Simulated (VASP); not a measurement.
Band structure of ScC (relaxed from the NiAs type structure, space group P6_3/mmc). Method: LDA (Ceperley-Alder, Perdew-Zunger), VASP's LDA PAW potentials (set 64) (plane waves; VASP).

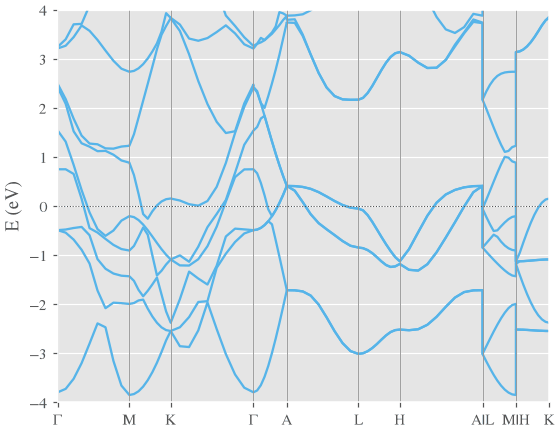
Figure: Bands along high-symmetry lines, zero at the valence-band maximum or, without a gap, the Fermi level

**Question.** Read the plot: is there a gap, and where are the band edges?

**Answer.** It has no gap at this level: it comes out as a metal or semimetal. (Edges off the drawn lines would not show.)

The structure was generated: ScC was put into the NiAs type type (P6_3/mmc), which need not be its known phase. It was relaxed first, which changed the volume by -30 %.
